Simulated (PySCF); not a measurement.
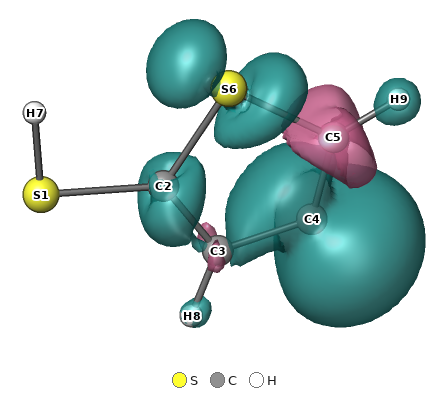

C$_{4}$H$_{3}$S$_{2}$ (doublet). Isosurfaces of the spin density (α minus β) at +0.015 (teal) and −0.015 e/Å³ (pink), seen at a tilt.

Geometry: GFN2-xTB.

Theory: UKS B3LYP, pcH-1 on C H S, non-relativistic, mean-field spin-orbit, GIAO in PySCF 2.14.0, density-fitted response routines.

```xyz
9

S     2.4497    0.0827   -0.3313
C     0.7077   -0.0094   -0.1326
C    -0.1395   -0.8234   -0.8304
C    -1.4490   -0.6133   -0.3915
C    -1.6720    0.2738    0.5642
S    -0.1238    0.9857    1.0362
H     2.6309    1.0176    0.5990
H     0.1716   -1.5099   -1.5936
H    -2.5620    0.6022    1.0548
```

Q: Where is the unpaired spin?

A: The unpaired spin (1 electron) lies mostly on C4 (about 0.8) and S6 (about 0.1), in electrons by Hirshfeld's partition.
